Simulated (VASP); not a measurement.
Band structure of Se (trig). Level of theory: PBE GGA with spin-orbit coupling, VASP's PBE PAW potentials (set 64) (plane waves; VASP).

Without a dispersion term in the relaxation, distances and binding between the weakly bound layers, chains or molecules are unreliable, and so is what depends on them.

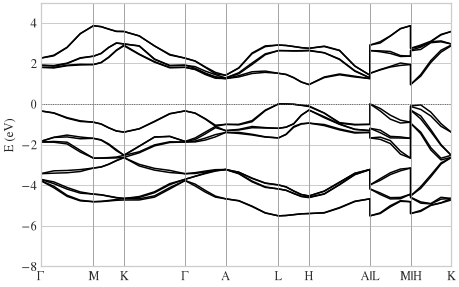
*Bands along high-symmetry lines, zero at the valence-band maximum or, without a gap, the Fermi level*

Read the plot: is there a gap, and where are the band edges?

The gap is indirect, 0.95 eV, from the valence maximum at L to the conduction minimum at H.

The compound is Se in the trig structure. It was relaxed first, which changed the volume by +7 %.
